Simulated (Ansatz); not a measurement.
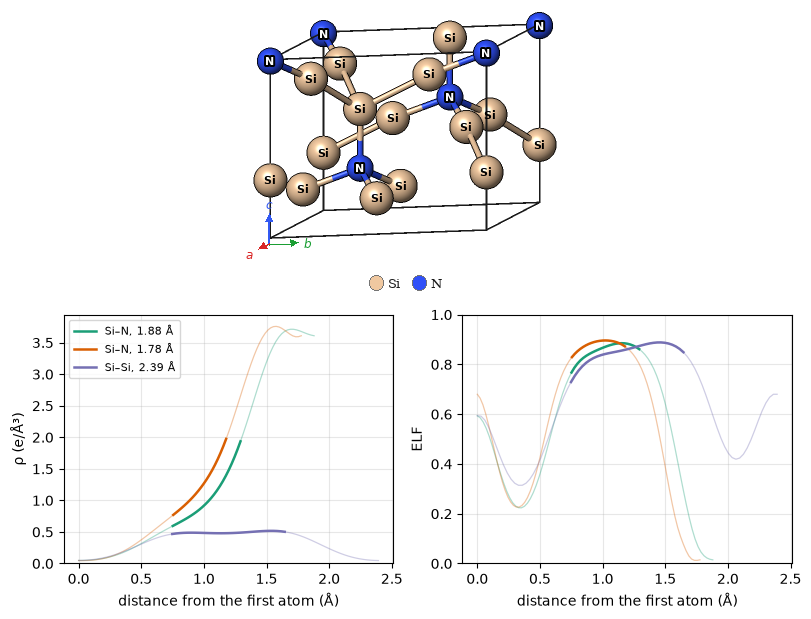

Figure. Si₄N. Valence charge density (pseudo) and electron localisation function along straight lines between neighbouring atoms. Thin, pale parts lie inside the atomic spheres. The structure is drawn too.

Space group R3m; a structure generated by program, which may or may not match a known phase; computed without spin polarisation.

Theory: Ansatz, DFT PBE, scalar-relativistic, plane waves, PAW.

The density is the valence pseudo-density of a PAW calculation; it isn't the true density close to the nuclei.

> What can be read from the curves?

Si–N (1.88 Å): ρ is about 0.82 e/Å³ halfway; the ELF peaks at about 0.90 between the atoms.
Si–N (1.78 Å): the density is about 1 e/Å³ at the midpoint; the ELF peaks at about 0.90 between the atoms.
Si–Si (2.39 Å): the density is about 0.48 e/Å³ at the midpoint; the ELF peaks at about 0.90 between the atoms.
